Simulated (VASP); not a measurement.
Band structure of CsI (relaxed from the CsCl type structure, space group Pm-3m). Calculation: PBEsol GGA, VASP's PBE PAW potentials (set 64) (plane waves; VASP 6.6.1).

Unless said otherwise, spin-orbit coupling is left out, though it shifts the bands of the heavy elements here.

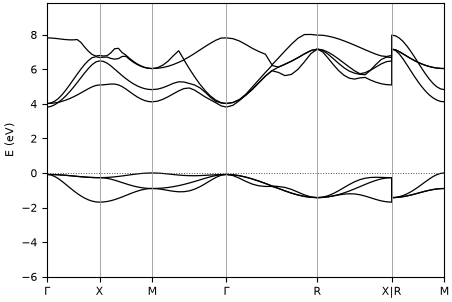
Bands along high-symmetry lines, zero at the valence-band maximum or, without a gap, the Fermi level

Question: Read the plot: is there a gap, and where are the band edges?

Answer: The gap is indirect, 3.81 eV, from the valence maximum at M to the conduction minimum at Γ. (Edges off the drawn lines would not show.)

The structure was generated: CsI was put into the CsCl type type (Pm-3m), which need not be its known phase. It was relaxed first, which changed the volume by -25 %.
